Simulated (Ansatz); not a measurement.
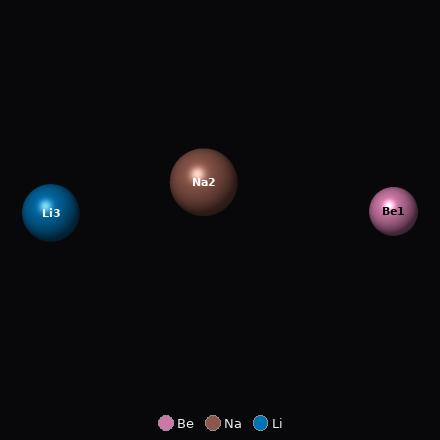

The system is Be + NaLi; the picture shows the reference structure. First axis: distance Be1–Na2. Second axis: distance Na2–Li3. Nothing is relaxed (the angle Be1–Na2–Li3 is fixed at 160 degrees). The scan uses a 17 × 17 grid. Points are written as (first, second). Energies are in eV, from Be far from the relaxed NaLi (each part in its own basis). The reference is spin-restricted, so regions where a bond is pulled apart into radicals lie too high. Level of theory: Ansatz 0.2.0, RHF/def2-TZVPD.

Its coordinates:

```xyz
3

Be   -3.6960    0.0000    0.0000
Na    0.0000    0.0000    0.0000
Li    2.8210    1.0267    0.0000
```

Range: distance Be1–Na2 from 2.096 to 3.696 Å; distance Na2–Li3 from 2.352 to 3.952 Å.

> What will the energy surface look like?

The lowest grid point is at (3.696 Å, 3.002 Å), 0.0039 eV from Be far from the relaxed NaLi (each part in its own basis). It lies in a valley that leaves the map towards separated partners. The highest grid point, (2.096 Å, 2.352 Å), lies 1.80 eV above the lowest.

```tsv
distance Na2–Li3 ↓, distance Be1–Na2 →	2.096	2.203	2.360	2.543	2.746	2.964	3.197	3.441	3.696
3.952	1.63	1.29	0.93	0.66	0.49	0.39	0.34	0.32	0.31
3.697	1.52	1.18	0.82	0.55	0.38	0.27	0.22	0.20	0.19
3.453	1.43	1.09	0.73	0.46	0.28	0.18	0.13	0.10	0.09
3.220	1.37	1.03	0.67	0.40	0.22	0.12	0.06	0.04	0.03
3.002	1.36	1.02	0.66	0.39	0.21	0.10	0.04	0.02	0.00
2.799	1.40	1.06	0.70	0.43	0.25	0.14	0.08	0.05	0.04
2.616	1.51	1.17	0.80	0.53	0.34	0.23	0.17	0.14	0.13
2.459	1.66	1.32	0.95	0.67	0.49	0.37	0.31	0.28	0.26
2.352	1.80	1.46	1.09	0.81	0.62	0.51	0.45	0.41	0.40
```

The table holds every second grid line.

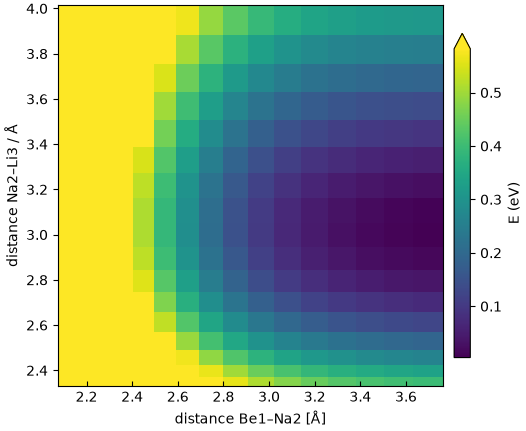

Drawn: one coloured cell a grid point, one colour for all values above the top of the scale.

Each point was launched as `ansatz run input.yaml --threads 1 --pin off --max-ram 2560MiB --backend cpu --events-out ev --progress --plain --runs-dir out`. Time for the 289 points that were run: 5.8 min on 1 thread of Arm Neoverse N1 (shared host).
